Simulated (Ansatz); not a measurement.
Ta2W

```xyz
3
Lattice="3.0928 0.0000 0.0000 -1.5464 2.6784 0.0000 0.0000 0.0000 6.5211" Properties=species:S:1:pos:R:3 pbc="T T T"
Ta    1.5464    0.8928    5.3638
Ta    0.0000    1.7856    1.1573
W     0.0000    0.0000    3.2606
```

Space group P-3m1; a structure generated by program, which may or may not match a known phase.

All numbers below come from DFT PBE, scalar-relativistic, plane waves, PAW (Ansatz 0.2.0).

Q: What will maps of the valence pseudo-density and electron localisation function show?

A: Ta–W (2.76 Å): ρ is about 0.4 e/Å³ halfway; the ELF is about 0.40 at the midpoint.
Ta–Ta (2.92 Å): ρ at the midpoint is about 0.29 e/Å³; the ELF is about 0.35 at the midpoint.

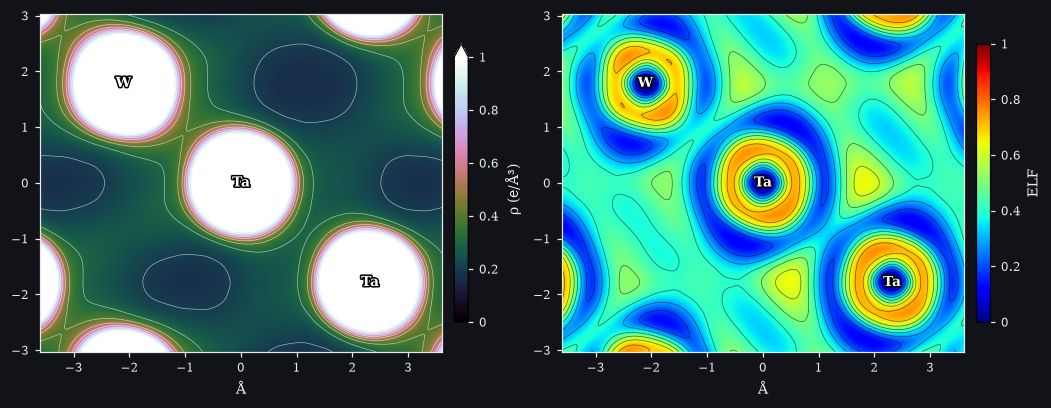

Computed valence pseudo-density and electron localisation function on the (110) plane of the conventional cell, in this order. 

The density is the valence pseudo-density of a PAW calculation; it isn't the true density close to the nuclei.
